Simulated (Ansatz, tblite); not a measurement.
# BMe2(iPr) (C₅H₁₃B): removing and adding an electron

Aim: the energy of removing and adding an electron for BMe2(iPr) (C₅H₁₃B), by energy differences, and how well orbital energies stand in for it.

The runs use Ansatz 0.2.0, Gaussian basis; as each input shows.

The runs, in order: charge +1 doublet, at the geometry of the singlet (PBE0-D4/def2-TZVP, PBE-D4/def2-TZVP, ωB97X-V/def2-TZVP, CCSD(T)/def2-SVP); charge -1 doublet, at the geometry of the singlet (PBE0-D4/def2-TZVPD, PBE-D4/def2-TZVPD); the starting singlet's energies come from earlier runs.

3 further runs of the same task are left out: 1 that didn't finish, 2 set aside as unsound or not needed.

## Step 1: The geometry

The geometry is that of the singlet, from an earlier relaxation (PBE-D4/def2-SVP).

19 atoms, charge 0, spin multiplicity 1.

Atoms are counted from 1 here; the program's logs count them from 0.

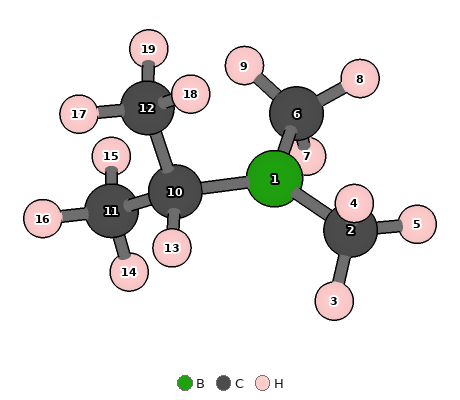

The geometry (boron green, carbon dark grey, hydrogen pink); atoms are numbered from 1 in the order of the file.

Geometry (Å):

```xyz
19

B     0.60257    0.50934   -0.06661
C     2.17948    0.50517   -0.04753
H     2.60309   -0.18896   -0.80530
H     2.48863    0.06982    0.93287
H     2.67117    1.49404   -0.13898
C    -0.19059    1.87168   -0.03321
H    -0.16057    2.26131   -1.07974
H     0.30974    2.65270    0.57653
H    -1.26002    1.80950    0.25041
C    -0.18007   -0.87943   -0.09203
C    -1.27200   -0.92847   -1.17493
C    -0.78426   -1.11197    1.31000
H     0.53954   -1.70687   -0.28697
H    -0.85465   -0.79756   -2.19525
H    -2.03097   -0.13165   -1.02451
H    -1.81216   -1.89993   -1.16164
H    -1.31888   -2.08544    1.35854
H    -0.01075   -1.12200    2.10659
H    -1.51929   -0.32129    1.57177
```

## Step 2: Charge +1 doublet at the fixed geometry, PBE0-D4/def2-TZVP

in.yaml reads:

```yaml
crystal:
  periodic: [false, false, false]
  atoms:
    - {symbol: B, position_ang: [0.602569, 0.509337, -0.066606]}
    - {symbol: C, position_ang: [2.179479, 0.505173, -0.047534]}
    - {symbol: H, position_ang: [2.603086, -0.188956, -0.805299]}
    - {symbol: H, position_ang: [2.488632, 0.069818, 0.932868]}
    - {symbol: H, position_ang: [2.671174, 1.494038, -0.138982]}
    - {symbol: C, position_ang: [-0.190591, 1.871682, -0.033210]}
    - {symbol: H, position_ang: [-0.160574, 2.261308, -1.079745]}
    - {symbol: H, position_ang: [0.309742, 2.652702, 0.576529]}
    - {symbol: H, position_ang: [-1.260019, 1.809503, 0.250406]}
    - {symbol: C, position_ang: [-0.180072, -0.879432, -0.092032]}
    - {symbol: C, position_ang: [-1.272004, -0.928472, -1.174933]}
    - {symbol: C, position_ang: [-0.784263, -1.111969, 1.310001]}
    - {symbol: H, position_ang: [0.539544, -1.706873, -0.286969]}
    - {symbol: H, position_ang: [-0.854648, -0.797557, -2.195246]}
    - {symbol: H, position_ang: [-2.030969, -0.131645, -1.024509]}
    - {symbol: H, position_ang: [-1.812160, -1.899935, -1.161642]}
    - {symbol: H, position_ang: [-1.318877, -2.085444, 1.358542]}
    - {symbol: H, position_ang: [-0.010747, -1.121995, 2.106595]}
    - {symbol: H, position_ang: [-1.519293, -0.321293, 1.571775]}
basis:
  gaussian: {orbitals: def2-TZVP}
total_charge: 1
magnetization: {spin_polarized: true, initial_magnetization: 1}
hamiltonian: {xc: pbe0, dispersion: d4}
scf: {omitted_lower_state_checks: [starts]}
output: {orbitals: {seedname: orbitals}}
```

Run with:

```sh
> ansatz run in.yaml --threads 4 --pin off --events-out ev --progress --plain --max-ram 4787MiB
```

Log:

```text
Functional definition: PBE0
  name "PBE0"
  cite "Adamo & Barone, J. Chem. Phys. 110, 6158 (1999) doi:10.1063/1.478522"
  cite "Perdew, Burke & Ernzerhof, Phys. Rev. Lett. 77, 3865 (1996) doi:10.1103/PhysRevLett.77.3865"
  parent pbe
  parameter a = 0.25
  parameter kappa = 0.804
  parameter beta = 0.06672455060314922
  exchange = (1 - a)*pbe_x(kappa = kappa, mu = beta*pi^2/3) + a*exact_x
  correlation = pbe_c(beta = beta)
these checks for a lower state are left out or cut short: starts
1641 factors; their error is unknown
mean field evaluation 1: about -6038.8126 eV, gradient 6.5e1 eV
mean field evaluation 2: about -6033.7394 eV, gradient 6.9e1 eV
mean field evaluation 4: about -6058.6632 eV, gradient 4.9e0 eV
mean field evaluation 8: about -6058.7921 eV, gradient 2.0e-1 eV
mean field evaluation 16: about -6058.7634 eV, gradient 7.4e-3 eV
mean field -6058.76343034 eV, -222.6554492875 hartree, gradient 1.5e-5 eV, S^2 0.753222; 0 other end points of the search recorded, 0 dependent functions left out
reference -6058.76346532 eV, -222.6554505730 hartree; 24, 23 occupied and 240, 241 virtual orbitals, 1641 factors
Total energy: -6059.05300170 eV, -222.6660908389 hartree
Checks for a lower state left out: starts
```

It took 12 s on 4 threads of Arm Neoverse V1, shared host; peak memory 0.98 GiB.

From the report: HOMO -13.86 eV, LUMO -11.51 eV (over both spins); ⟨S²⟩ 0.753 (pure: 0.75).

## Step 3: Charge +1 doublet at the fixed geometry, PBE-D4/def2-TZVP

start.molden holds the orbitals of an earlier run on this state, given as this run's starting guess.

Changes to in.yaml since step 2:

```diff
@@ -23,6 +23,6 @@
 basis:
-  gaussian: {orbitals: def2-TZVP}
+  gaussian: {orbitals: def2-TZVP, initial_orbitals: start.molden}
 total_charge: 1
 magnetization: {spin_polarized: true, initial_magnetization: 1}
-hamiltonian: {xc: pbe0, dispersion: d4}
+hamiltonian: {xc: pbe, dispersion: d4}
 scf: {omitted_lower_state_checks: [starts]}
```

Same command.

Log:

```text
Functional definition: PBE
  name "PBE"
  cite "Perdew, Burke & Ernzerhof, Phys. Rev. Lett. 77, 3865 (1996) doi:10.1103/PhysRevLett.77.3865"
  parent pbe
  parameter kappa = 0.804
  parameter beta = 0.06672455060314922
  exchange = pbe_x(kappa = kappa, mu = beta*pi^2/3)
  correlation = pbe_c(beta = beta)
these checks for a lower state are left out or cut short: starts
1641 factors; their error is unknown
mean field evaluation 1: about -6057.6456 eV, gradient 6.6e0 eV
mean field evaluation 2: about -6057.7816 eV, gradient 1.6e-1 eV
mean field evaluation 4: about -6057.7283 eV, gradient 3.6e-3 eV
mean field evaluation 8: about -6057.7283 eV, gradient 8.6e-6 eV
mean field -6057.72825056 eV, -222.6174071326 hartree, gradient 8.6e-6 eV, S^2 0.751391; 0 other end points of the search recorded, 0 dependent functions left out
reference -6057.72829720 eV, -222.6174088463 hartree; 24, 23 occupied and 240, 241 virtual orbitals, 1641 factors
Total energy: -6058.06914633 eV, -222.6299348207 hartree
Checks for a lower state left out: starts
```

It took 6.5 s on 4 threads of Arm Neoverse V1, shared host.

HOMO -12.48 eV, LUMO -12.15 eV (over both spins); ⟨S²⟩ 0.751 (pure: 0.75).

## Step 4: Charge +1 doublet at the fixed geometry, ωB97X-V/def2-TZVP

Changes to in.yaml since step 3:

```diff
@@ -26,3 +26,3 @@
 magnetization: {spin_polarized: true, initial_magnetization: 1}
-hamiltonian: {xc: pbe, dispersion: d4}
+hamiltonian: {xc: {name: wB97X-V}}
 scf: {omitted_lower_state_checks: [starts]}
```

Same command.

Log, shortened:

```text
Functional definition: wB97X-V
  name "wB97X-V"
  cite "Mardirossian & Head-Gordon, Phys. Chem. Chem. Phys. 16, 9904 (2014) doi:10.1039/C3CP54374A"
  cite "Becke, J. Chem. Phys. 107, 8554 (1997) doi:10.1063/1.475007"
  cite "Vydrov & Van Voorhis, J. Chem. Phys. 133, 244103 (2010) doi:10.1063/1.3521275"
[...]
      + integral(e_c_pw_opposite_spin*poly(b97_u_opposite, cos0, cos1)) + vv10(b, c)
[...]
1641 factors; their error is unknown
513 factors; integrals over basis functions are off by at most 9.1e-6 eV
[...]
mean field -6064.75415354 eV, -222.8756043046 hartree, gradient 1.5e-5 eV, S^2 0.753765; 0 other end points of the search recorded, 0 dependent functions left out
reference -6064.75415121 eV, -222.8756042188 hartree; 24, 23 occupied and 240, 241 virtual orbitals, 1641 factors
Total energy: -6064.75415121 eV, -222.8756042188 hartree
Checks for a lower state left out: starts
```

It took 52 s on 4 threads of Arm Neoverse V1, shared host; peak memory 1.8 GiB.

Report: HOMO -16.32 eV, LUMO -9.64 eV (over both spins); ⟨S²⟩ 0.754 (pure: 0.75).

## Step 5: Charge +1 doublet at the fixed geometry, CCSD(T)/def2-SVP

Changes to in.yaml since step 4:

```diff
@@ -23,7 +23,7 @@
 basis:
-  gaussian: {orbitals: def2-TZVP, initial_orbitals: start.molden}
+  gaussian: {orbitals: def2-SVP, initial_orbitals: start.molden}
 total_charge: 1
 magnetization: {spin_polarized: true, initial_magnetization: 1}
-hamiltonian: {xc: {name: wB97X-V}}
-scf: {omitted_lower_state_checks: [starts]}
+correlation: {method: ccsd_t}
+scf: {omitted_lower_state_checks: [starts, cluster_reference]}
 output: {orbitals: {seedname: orbitals}}
```

Launched as before.

Log, shortened:

```text
Functional definition: HF
  name "HF"
  cite "Fock, Z. Phys. 61, 126 (1930) doi:10.1007/BF01340294"
  parent pbe
[...]
1558 factors; integrals over basis functions are off by at most 1.1e-3 eV
[...]
mean field -6016.46971628 eV, -221.1011839637 hartree, gradient 7.2e-6 eV, S^2 0.760183; 0 other end points of the search recorded, 0 dependent functions left out
6 core orbitals not correlated: weight in the atoms' cores, before any rotation towards them, 1.000 or more for the frozen orbitals, at most 0.000 for the correlated occupied ones
reference -6016.46971628 eV, -221.1011839637 hartree; 18, 17 occupied and 125, 126 virtual orbitals, 1558 factors
second order -21.56089270 eV of doubles, -0.00000000 eV of singles
cycle   1  -23.12791625 eV  change    -1.6e0 eV  update   1.1e-1
[...]
cycle  16  -23.91080882 eV  change   -2.1e-5 eV  update   3.4e-5
perturbative correction -0.77346182 eV, -0.0284241975 hartree
Total energy: -6041.15398692 eV, -222.0083141780 hartree
Checks for a lower state left out: starts, cluster_reference
```

Run time: 2.7 min. Hardware: 4 threads of Arm Neoverse V1, shared host; peak memory 3.4 GiB.

From the report: Hartree-Fock HOMO -17.35 eV, LUMO -7.66 eV (over both spins); ⟨S²⟩ 0.760 (pure: 0.75); T1 0.017.

## Step 6: Vertical ionisation energy

Charged state less starting state, singlet to doublet; the starting state's energies are those of its earlier runs.

```csv
method,vertical ionisation energy (eV),from CCSD(T)/def2-SVP (eV),time
HF/def2-SVP,9.45,-0.49,
PBE-D4/def2-TZVP,9.38,-0.56,10 s
PBE0-D4/def2-TZVP,9.70,-0.24,16 s
ωB97X-V/def2-TZVP,9.93,-0.01,63 s
MP2/def2-SVP,10.03,+0.09,
CCSD/def2-SVP,9.98,+0.04,
CCSD(T)/def2-SVP,9.94,0,3.2 min
```

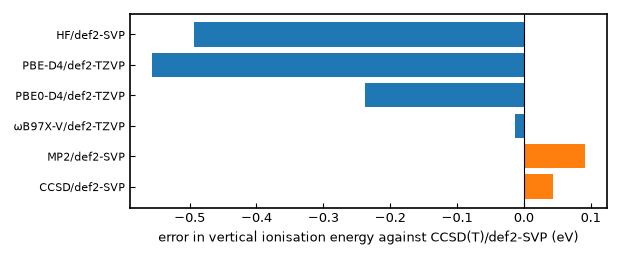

How far each level lands from CCSD(T)/def2-SVP.

Times add the two runs; a level without a time comes out of a correlated run.

Beside −ε(HOMO) of the starting state:

```csv
level,−ε(HOMO) (eV),by difference (eV),mismatch (eV)
PBE-D4/def2-TZVP,6.48,9.38,-2.90
PBE0-D4/def2-TZVP,7.80,9.70,-1.91
ωB97X-V/def2-TZVP,10.20,9.93,+0.27
```

## Step 7: Charge -1 doublet at the fixed geometry, PBE0-D4/def2-TZVPD

Changes to in.yaml since step 5:

```diff
@@ -23,7 +23,7 @@
 basis:
-  gaussian: {orbitals: def2-SVP, initial_orbitals: start.molden}
-total_charge: 1
+  gaussian: {orbitals: def2-TZVPD}
+total_charge: -1
 magnetization: {spin_polarized: true, initial_magnetization: 1}
-correlation: {method: ccsd_t}
-scf: {omitted_lower_state_checks: [starts, cluster_reference]}
+hamiltonian: {xc: pbe0, dispersion: d4}
+scf: {omitted_lower_state_checks: [starts]}
 output: {orbitals: {seedname: orbitals}}
```

Launched as before.

Log, shortened:

```text
Functional definition: PBE0
  name "PBE0"
  cite "Adamo & Barone, J. Chem. Phys. 110, 6158 (1999) doi:10.1063/1.478522"
  cite "Perdew, Burke & Ernzerhof, Phys. Rev. Lett. 77, 3865 (1996) doi:10.1103/PhysRevLett.77.3865"
  parent pbe
[...]
1698 factors; their error is unknown
[...]
a density is far from that of the atoms, so the factors are made again for it
2414 factors; integrals over basis functions are off by at most 8.4e-4 eV
mean field -6067.66754911 eV, -222.9826696169 hartree, gradient 2.4e-5 eV, S^2 0.750104; 0 other end points of the search recorded, 0 dependent functions left out
reference -6067.66759194 eV, -222.9826711912 hartree; 25, 24 occupied and 314, 315 virtual orbitals, 2414 factors
Total energy: -6068.04232906 eV, -222.9964425263 hartree
Checks for a lower state left out: starts
```

It took 52 s on 4 threads of Arm Neoverse V1, shared host; peak memory 1.9 GiB.

Report: HOMO 1.66 eV, LUMO 2.77 eV (over both spins); ⟨S²⟩ 0.750 (pure: 0.75). Doubts: highest occupied level lies above zero.

## Step 8: Charge -1 doublet at the fixed geometry, PBE-D4/def2-TZVPD

Changes to in.yaml since step 7:

```diff
@@ -23,6 +23,6 @@
 basis:
-  gaussian: {orbitals: def2-TZVPD}
+  gaussian: {orbitals: def2-TZVPD, initial_orbitals: start.molden}
 total_charge: -1
 magnetization: {spin_polarized: true, initial_magnetization: 1}
-hamiltonian: {xc: pbe0, dispersion: d4}
+hamiltonian: {xc: pbe, dispersion: d4}
 scf: {omitted_lower_state_checks: [starts]}
```

The command is unchanged.

Log, shortened:

```text
Functional definition: PBE
  name "PBE"
  cite "Perdew, Burke & Ernzerhof, Phys. Rev. Lett. 77, 3865 (1996) doi:10.1103/PhysRevLett.77.3865"
  parent pbe
[...]
1698 factors; their error is unknown
[...]
a density is far from that of the atoms, so the factors are made again for it
2413 factors; integrals over basis functions are off by at most 8.4e-4 eV
mean field -6066.45829011 eV, -222.9382301684 hartree, gradient 1.8e-6 eV, S^2 0.750105; 0 other end points of the search recorded, 0 dependent functions left out
reference -6066.45834711 eV, -222.9382322631 hartree; 25, 24 occupied and 314, 315 virtual orbitals, 2413 factors
Total energy: -6066.89898396 eV, -222.9544253687 hartree
Checks for a lower state left out: starts
```

Run time: 42 s. Hardware: 4 threads of Arm Neoverse V1, shared host; peak memory 1.9 GiB.

From the report: HOMO 1.87 eV, LUMO 2.11 eV (over both spins); ⟨S²⟩ 0.750 (pure: 0.75). Doubts: highest occupied level lies above zero.

## Step 9: Vertical electron affinity

Starting state less charged state (positive: the electron is bound), singlet to doublet; the starting state's energies are those of its earlier runs.

```csv
level,vertical electron affinity (eV),time
PBE-D4/def2-TZVPD,-0.58,47 s
PBE0-D4/def2-TZVPD,-0.73,58 s
```

Times add the two runs; a level without a time comes out of a correlated run.

Beside −ε(LUMO) of the starting state:

```csv
level,−ε(LUMO) (eV),by difference (eV),mismatch (eV)
PBE-D4/def2-TZVPD,1.31,-0.58,+1.89
PBE0-D4/def2-TZVPD,0.28,-0.73,+1.01
```

## Step 10: Summary of results

| quantity | value |
| --- | --- |
| vertical ionisation energy, functionals in def2-TZVP | 9.38 (PBE-D4) to 9.93 eV (ωB97X-V) |
| vertical ionisation energy, CCSD(T)/def2-SVP | 9.94 eV |
| vertical electron affinity, functionals in def2-TZVPD | -0.73 (PBE0-D4) to -0.58 eV (PBE-D4) |

**Reading.** The vertical ionisation energy spans 9.38 to 9.93 eV over the functionals, beside 9.94 eV from CCSD(T)/def2-SVP. −ε(HOMO) misses the level's own difference by +0.27 eV at best (ωB97X-V) and -2.90 eV at worst (PBE-D4). The yardstick is in a double-zeta basis, so levels in larger sets aren't compared like for like. The reference is CCSD(T) in one finite basis, so it carries an error of its own, often a tenth of an eV or more, and near misses can't be ranked. The vertical electron affinity spans -0.73 to -0.58 eV over the functionals. A negative affinity means an unbound electron, held by the basis alone. −ε(LUMO) misses the level's own difference by +1.01 eV at best (PBE0-D4) and +1.89 eV at worst (PBE-D4).
